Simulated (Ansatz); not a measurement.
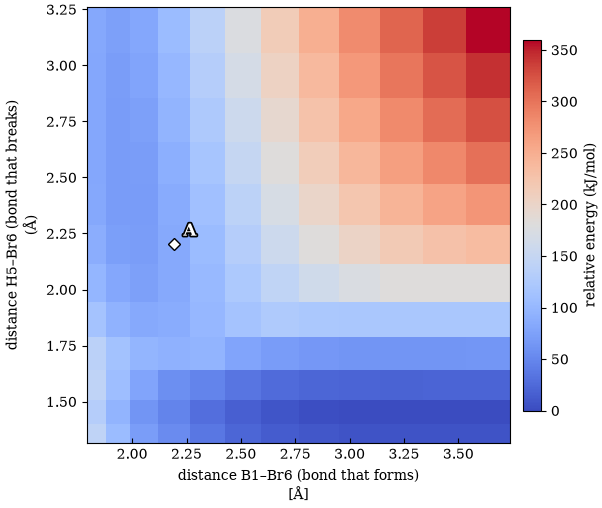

The reacting system BBrFH₃ (fragments BFH₂ + BrH where the first distance is long, BBrH₂ + FH where the second is long). Coordinates scanned: (1) distance B1–Br6 (bond that forms); (2) distance H5–Br6 (bond that breaks). Relaxed at each point: all other coordinates. The grid has 12 × 12 points. Points are written as (first, second). Energies are in kJ/mol, from the lowest grid point. Energies and slopes of some neighbouring points disagree (a jump in structure or state, or too coarse a mesh). The reference is spin-restricted, so regions where a bond is pulled apart into radicals lie too high. Theory: Ansatz 0.2.0, RKS B3LYP-D4/def2-SVP.

Drawn: one coloured cell a grid point, the point A.

Question: Which way does the force act at A, and how strong is it?

Answer: A, at (2.191 Å, 2.203 Å), is not a stationary point. The computed force is 124 kJ/mol for each Å towards smaller values of the first coordinate and 6.8 kJ/mol for each Å towards smaller values of the second coordinate.
